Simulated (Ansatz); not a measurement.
## What 7 layers does to Be

Take Be in the bcc (W type) structure (space group Im-3m, No. 229; a = 2.493 Å; a cell from a computed database, its experimental status unchecked) as the base. Axes: x, y, z lie along the cube axes.

Modification: a free-standing slab of 7 layers (7 atoms, 1 a layer) is cut normal to [110], with 15 Å of vacuum and the in-plane cell held at bulk.

Calculations: Kohn–Sham DFT with the PBEsol functional, run in Ansatz (an electronic-structure program) with PAW and 420 eV plane waves, without spin-orbit coupling. Settings: 23×23×1 k-points, 0.05 eV Fermi–Dirac smearing, for the changed cell.

```csv
quantity,base,changed,shift
layer's space group (with vacuum),–,Cmmm (No. 65),–
shortest interatomic distance,2.159 Å,2.159 Å,0.000 Å
band gap,zero,zero,–
excess energy per area of both faces (slab less bulk energy over the cell's area: twice a surface energy) (uncertain by up to 0.3 J/m²),–,2.3 J/m²,–
thickness between the outermost nuclei,–,10.69 Å,–
change of the spacing d12 from its bulk value of 1.763 Å,–,+1.3 %,–
```

Final structure:

```
Be
1.0
    2.15873     0.00000     0.00000
   -0.71958     2.03527     0.00000
    0.00000     0.00000    25.57558
Be
7
Direct
  0.25000   0.25000   0.29107
  0.75000   0.75000   0.36085
  0.25000   0.25000   0.43067
  0.75000   0.75000   0.50000
  0.25000   0.25000   0.56933
  0.75000   0.75000   0.63915
  0.25000   0.25000   0.70893
```

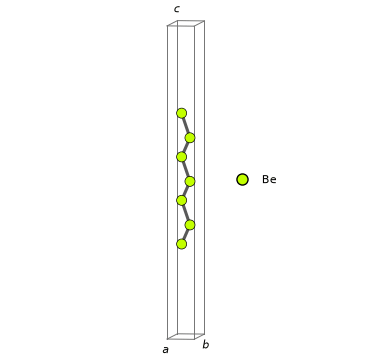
Fig. 1. The relaxed cell after the change

The excess energy carries the mismatch between the slab's and the bulk's meshes. Stability against distortions was not tested. This is not the structure that Be has at room temperature and ambient pressure.
